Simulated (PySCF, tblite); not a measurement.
# C5H8FO radical: geometry, infrared bands and EPR parameters

What infrared bands and EPR parameters should C5H8FO radical (`CC[C@](C)(F)[C]=O`) show?

Computed with tblite 0.8.0 and PySCF 2.14.0, with density-fitted response routines of our own, on a single molecule in the gas phase. Atoms count from 0, in the outputs and in this text.

**1. Starting geometry**

15 atoms, charge 0, multiplicity 2; geometry from: force field or distance geometry start.

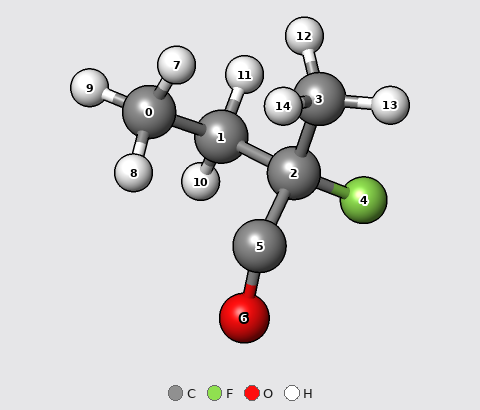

As it starts; carbon grey, fluorine green, oxygen red, hydrogen white, atoms numbered.

**2. Relaxing the molecule with GFN2-xTB**

Job settings and geometry (Å):

```
{"job": {"kind": "relax", "xc": "GFN2-xTB", "basis": "xTB"}, "charge": 0, "multiplicity": 2}
C      1.436400    -0.470600    -0.262400
C      0.283800     0.162300    -1.024400
C     -0.732600     0.538100     0.034300
C     -1.113300    -0.768000     0.695000
F     -1.831600     1.158800    -0.528200
C     -0.087200     1.406000     1.075200
O      0.167600     2.581400     0.853900
H      1.033800    -1.326500     0.311000
H      1.764500     0.293200     0.480600
H      2.291500    -0.752300    -0.879300
H      0.577400     1.003900    -1.654000
H     -0.155400    -0.641900    -1.666000
H     -0.971600    -1.597400    -0.025000
H     -2.181400    -0.672200     0.950500
H     -0.486300    -0.906900     1.617000
```

Run with:

```sh
$ OMP_NUM_THREADS=1 python probes_run.py task.json out
```

The driver reads the jobs from task.json and runs them one after another.

**Question.** This job is followed by: GFN2-xTB harmonic vibrations, gas phase; UKS B3LYP, pcH-1 on C F H O, non-relativistic, mean-field spin-orbit, GIAO. What will the session give for the following? strongest single infrared mode (GFN2-xTB); zero-point energy (GFN2-xTB); g(iso) (B3LYP); ⟨S²⟩; largest a(iso) (averaged by class); surface potential, least and greatest.

**Answer**, as computed:

| quantity | value |
| --- | --- |
| strongest single infrared mode (GFN2-xTB) | 1926 cm⁻¹, 244 km/mol |
| zero-point energy (GFN2-xTB) | 74.3 kcal/mol |
| g(iso) (B3LYP) | 2.00092 |
| ⟨S²⟩ | 0.753 (exact 0.75) |
| largest a(iso) (averaged by class) | 13C on C5, 309.1 MHz |
| surface potential, least and greatest | -1.19 V and 1.06 V |

In words: Over 78 steps the energy fell by 0.695 eV; of the close pairs, C3–H14 changed most, 1.124 to 1.085 Å. No mode is imaginary among the 39: a minimum at this level. The strongest single mode, at 1926 cm⁻¹, moves mainly C5 and O6. Unscaled tight-binding wavenumbers are off by several per cent, some by more. Its intensities can rank the bands wrongly. The largest share of the spin, 0.61 e, sits on C5. The isotropic g lies 1.4 ppt below the free-electron value.
